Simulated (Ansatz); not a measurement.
```xyz
7

Hf   -0.5193    0.1325    0.7135
O     0.7205   -0.3561   -1.0606
O    -1.8134    0.7824   -0.2817
H     0.3298   -0.0349   -1.8819
Cl    0.7330    1.8223    1.8421
Cl   -1.1205   -1.8827    1.8385
H     1.6700   -0.4635   -1.1699
```

The product side of a reaction path; geometry: PBE0-D4/def2-TZVP; core potentials replace the inner electrons of Hf.

Level of theory: Ansatz 0.2.0, RKS PBE0-D4/def2-TZVPP.

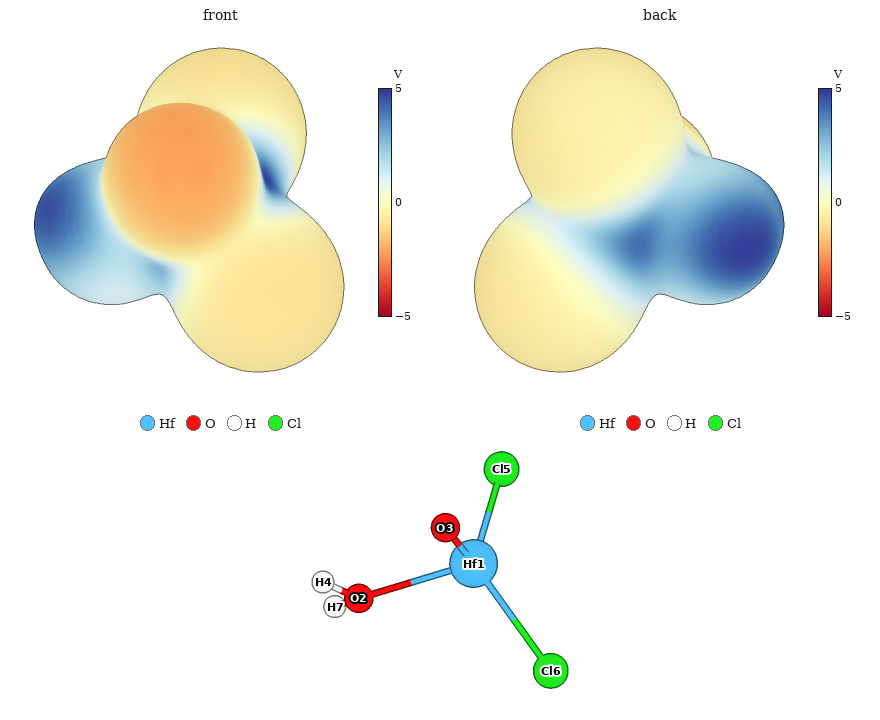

Cl2H2HfO2. The electrostatic potential painted on the density surface at 0.002 e/bohr³, seen from the front and from behind; the colour scale runs from red (negative) to blue (positive). The bare structure is drawn below in the same view.

Which sites attract a positive test charge, and which a negative one?

Answer. A positive charge is drawn to the negative regions and a negative charge to the positive ones. The most negative region (about −2.2 V, or −51 kcal/mol for a unit charge) lies over O3, the most positive (about +4.8 V, or +111 kcal/mol for a unit charge) over Hf1 and H7. O3 is the likeliest acceptor of a hydrogen bond.
